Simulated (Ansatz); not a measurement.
# AlBH4O: one structure at several levels

A test off equilibrium: a structure displaced at random from a GFN2-xTB minimum is computed at several levels, and each is set against CCSD(T).

Computed with Ansatz 0.2.0, Gaussian basis. Level: single points in def2-TZVPP.

Cores are frozen in the correlated methods.

## 1. The starting structure

SMILES `B[O][AlH2]`, 7 atoms, charge 0, spin multiplicity 1.

Atoms are counted from 1 here; the program's logs count them from 0.

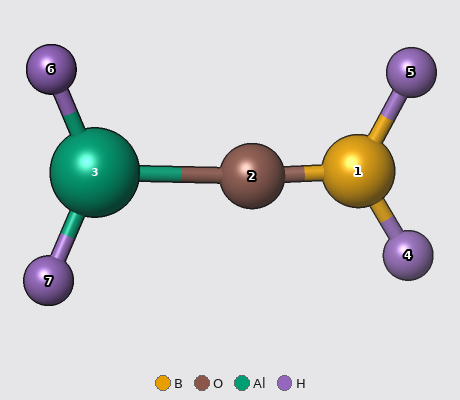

Start geometry, drawn with boron amber, oxygen brown, aluminium teal, hydrogen purple; atoms are numbered from 1 in the order of the file.

Geometry (Å):

```xyz
7
charge 0, multiplicity 1
B    -1.30020    0.42400   -0.74160
O    -0.25290   -0.01010   -0.16320
Al    1.31230   -0.53630    0.75920
H    -1.77680   -0.20420   -1.61940
H    -1.69530    1.67360   -0.45910
H     1.79190    0.34760    1.68440
H     1.80070   -1.73370    0.26200
```

## 2. CCSD(T)/def2-TZVPP

run/in.yaml

```yaml
crystal:
  periodic: [false, false, false]
  atoms:
    - {symbol: B, position_ang: [-1.300200, 0.424000, -0.741600]}
    - {symbol: O, position_ang: [-0.252900, -0.010100, -0.163200]}
    - {symbol: Al, position_ang: [1.312300, -0.536300, 0.759200]}
    - {symbol: H, position_ang: [-1.776800, -0.204200, -1.619400]}
    - {symbol: H, position_ang: [-1.695300, 1.673600, -0.459100]}
    - {symbol: H, position_ang: [1.791900, 0.347600, 1.684400]}
    - {symbol: H, position_ang: [1.800700, -1.733700, 0.262000]}
basis:
  gaussian: {orbitals: def2-TZVPP}
correlation: {method: ccsd_t}
output: {forces: true}
```

The command line of these runs was not kept.

## 3. PBE0-D4/def2-TZVPP

run/in.yaml: that of step 2 with these lines changed.

```diff
@@ -12,3 +12,3 @@
   gaussian: {orbitals: def2-TZVPP}
-correlation: {method: ccsd_t}
-output: {forces: true}
+hamiltonian: {xc: pbe0, dispersion: d4}
+output: {forces: true, orbitals: {seedname: orbitals}}
```

## 4. wB97M-V/def2-TZVPP

run/in.yaml: that of step 3 with these lines changed.

```diff
@@ -12,3 +12,3 @@
   gaussian: {orbitals: def2-TZVPP}
-hamiltonian: {xc: pbe0, dispersion: d4}
-output: {forces: true, orbitals: {seedname: orbitals}}
+hamiltonian: {xc: {name: wB97M-V}}
+output: {forces: true}
```

## 5. r2SCAN-D4/def2-TZVPP

run/in.yaml: that of step 4 with these lines changed.

```diff
@@ -12,3 +12,3 @@
   gaussian: {orbitals: def2-TZVPP}
-hamiltonian: {xc: {name: wB97M-V}}
+hamiltonian: {xc: r2scan, dispersion: d4}
 output: {forces: true}
```

## 6. PBE-D4/def2-TZVPP

run/in.yaml: that of step 5 with these lines changed.

```diff
@@ -12,3 +12,3 @@
   gaussian: {orbitals: def2-TZVPP}
-hamiltonian: {xc: r2scan, dispersion: d4}
+hamiltonian: {xc: pbe, dispersion: d4}
 output: {forces: true}
```

## 7. r2SCANh-D4/def2-TZVPP

run/in.yaml: that of step 6 with these lines changed.

```diff
@@ -12,3 +12,3 @@
   gaussian: {orbitals: def2-TZVPP}
-hamiltonian: {xc: pbe, dispersion: d4}
+hamiltonian: {xc: {name: r2SCANh}, dispersion: d4}
 output: {forces: true}
```

## 8. r2SCAN0-D4/def2-TZVPP

run/in.yaml: that of step 7 with these lines changed.

```diff
@@ -12,3 +12,3 @@
   gaussian: {orbitals: def2-TZVPP}
-hamiltonian: {xc: {name: r2SCANh}, dispersion: d4}
+hamiltonian: {xc: {name: r2SCAN0}, dispersion: d4}
 output: {forces: true}
```

(Steps that only read results are left out.)

Q: Predict the outcome of this session. Wanted: energy less free atoms, CCSD(T)/def2-TZVPP; RMS force component; RMS force error; HOMO and LUMO, PBE0-D4; T1 diagnostic.

As calculated:

```
                                  quantity                                                                                                 value
energy less free atoms, CCSD(T)/def2-TZVPP                                                                                        -2181.9 kJ/mol
                       RMS force component                                                                  2.474 to 2.594 eV/Å over the methods
                           RMS force error  PBE0-D4 0.164, wB97M-V 0.134, r2SCAN-D4 0.118, PBE-D4 0.128, r2SCANh-D4 0.145, r2SCAN0-D4 0.190 eV/Å
                    HOMO and LUMO, PBE0-D4                                                                                    -6.79 and -1.87 eV
                             T1 diagnostic                                                                                                 0.013
```

Against CCSD(T) the functionals' energies less atoms differ by -72.0 to -21.4 kJ/mol, PBE-D4 by -48.7 kJ/mol. The reference is not at the basis limit: in triple zeta CCSD(T) underbinds, which counts against methods that bind more; the gaps are no ranking. For forces r2SCAN-D4 does best and r2SCAN0-D4 worst. Frozen-core CCSD(T) forces in triple zeta carry basis errors of their own, and this is one geometry, so small gaps rank nothing.
